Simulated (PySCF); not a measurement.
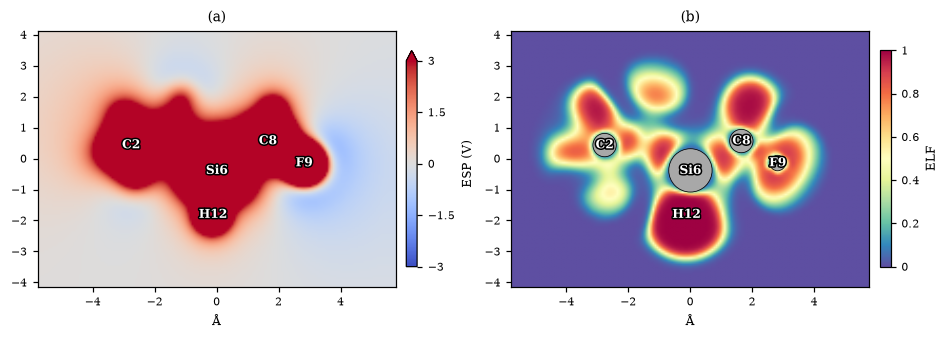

Figure 1: C4H6F4Si. (a) electrostatic potential; (b) ELF on the plane of atoms Si6, C8 and F9. Grey discs cover the atomic cores in the ELF map.

Geometry: GFN2-xTB.

All numbers below come from PySCF 2.14.0, PBE0/pcSseg-1, SCF density, gas phase, non-relativistic.

Input

```
{"job": {"kind": "nmr", "xc": "PBE0", "basis": "pcSseg-1"}, "charge": 0, "multiplicity": 1}
F      1.737620    -0.082832    -1.798872
C      2.215057     0.220416    -0.548730
C      1.214909    -0.259574     0.495935
F      1.741815    -1.326866     1.172941
F      1.062197     0.710184     1.449273
Si    -0.499667    -0.729163    -0.273166
C     -1.680971     0.731358    -0.411742
C     -1.974527    -0.186062     0.789685
F     -3.148280    -0.886230     0.696169
H      3.183225    -0.274568    -0.435408
H      2.326196     1.306360    -0.494687
H     -0.447386    -1.908032    -1.104687
H     -2.444615     0.710136    -1.175532
H     -1.382886     1.742357    -0.168922
H     -1.907104     0.240505     1.785831
```

Command:

```sh
OMP_NUM_THREADS=1 python probes_run.py task.json out
```

What do the fields say about this system?

The plane passes through C, Si, F and H nuclei.
C–F (1.37 Å): the ELF peaks at about 0.85 between the atoms (a polar covalent bond).
C–Si (1.90 Å): the ELF peaks at about 0.90 between the atoms: localised, covalent bonding.
Si–H (1.44 Å): the ELF climbs to about 1 towards the hydrogen, as it does in any bond to H.
The ELF also peaks beside F9, away from the bonds: lone-pair regions.
Outside the dense part of the molecule the potential is most negative (−1.1 V) near F9.
